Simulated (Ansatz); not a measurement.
Consider ClH2SbSi2.

The calculation's input:

```
crystal:
  periodic: [false, false, false]
  atoms:
    - {symbol: Cl, position_ang: [-0.936547, 1.084002, 2.228391]}
    - {symbol: Sb, position_ang: [2.770270, 1.349332, -2.005880]}
    - {symbol: Si, position_ang: [0.099787, -0.489849, 1.312580]}
    - {symbol: Si, position_ang: [1.473913, 0.373520, -0.385689]}
    - {symbol: H, position_ang: [-0.886515, -1.447812, 0.720044]}
    - {symbol: H, position_ang: [0.945148, -1.182175, 2.336128]}
basis:
  gaussian: {orbitals: def2-TZVPD}
hamiltonian: {xc: {name: PBE0}}
output: {forces: true, orbitals: {seedname: orbitals}}
```

Command:

```sh
ansatz run input.yaml --threads 1 --pin off --max-ram 2610MiB --events-out events.jsonl --progress --plain --runs-dir runs
```

Geometry: BLYP-D3(BJ)/def2-SVP; core potentials replace the inner electrons of Sb.

Method: isolated molecule in a Gaussian basis; Kohn-Sham density functional theory, functional PBE0 (Ansatz 0.2.0).

What can the converged electron density and electron localisation function tell about the bonding?

Si–Cl (2.10 Å): ρ is about 0.84 e/Å³ halfway; the ELF peaks at about 0.85 between the atoms; a polar covalent bond.
Si–Sb (2.29 Å): the density is about 0.63 e/Å³ at the midpoint; the ELF peaks at about 0.70 in the valence shell of Si, 1.0 Å from its nucleus, and drops to about 0.20 between the two atoms.
Si–Si (2.35 Å): ρ is about 0.59 e/Å³ halfway; the ELF peaks at about 0.95 between the atoms, as expected for a shared electron pair.

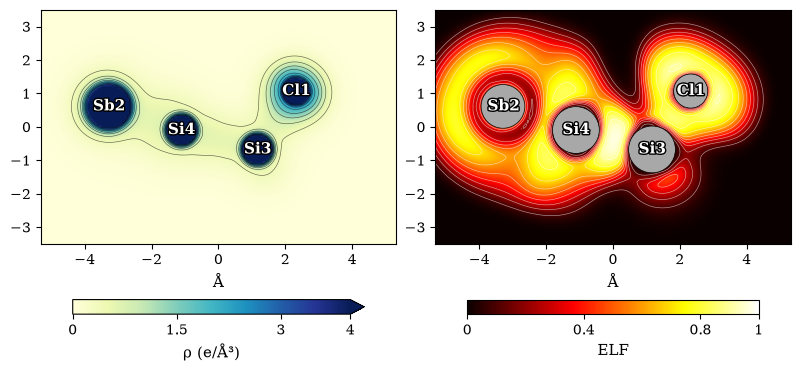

Computed electron density and electron localisation function on the plane of atoms Cl1, Si3 and Si4, in this order. Grey discs cover the atomic cores in the ELF map. 
